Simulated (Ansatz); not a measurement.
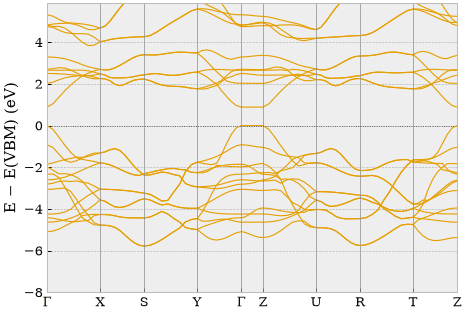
*Band structure from plane-wave PAW r²SCAN+D4 (Ansatz code)*

**Question.** Read off the gap and where the band edges lie.

**Answer.** About 0.9 eV (0.89 eV by a search for the band edges); maximum at Γ, minimum on the Γ–Z line, 29 % of the way from Γ.

The material is TiNCl in space group Pmmn (No. 59; Ti on 2b, N on 2a, Cl on 2a).

The first step of the workflow began from a Materials Project structure, measured or hypothetical; the Crystallography Open Database files this formula in space group No. 59, but the cells were not matched. Whether it is the stable phase at ambient conditions was not checked. The cell was relaxed with r²SCAN+D4 under the symmetry of its start; its stability against distortions is not shown here. The run is not spin-polarised.

Potentials: the later of the program's two PAW sets.
